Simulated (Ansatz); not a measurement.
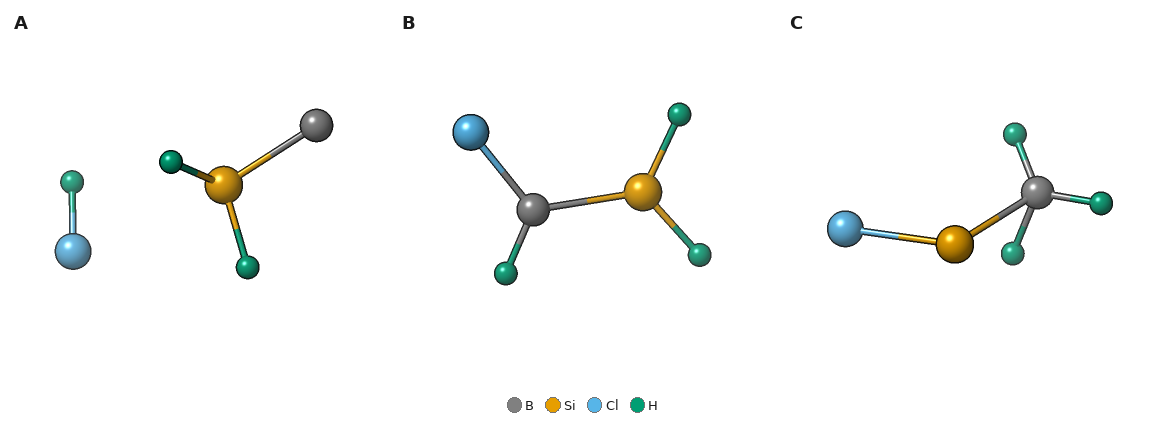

3 stationary structures of one formula. State: neutral, doublet. Geometries: PBE-D4/def2-SVP. Electronic energies: PBE-D4/def2-SVP (Ansatz 0.2.0), without zero-point energy. No frequency run is at hand to confirm each as a minimum.

Which structure is the most stable?

Answer. B is lowest (Cs); C lies 0.178 eV above it (C1), A lies 4.533 eV above it.
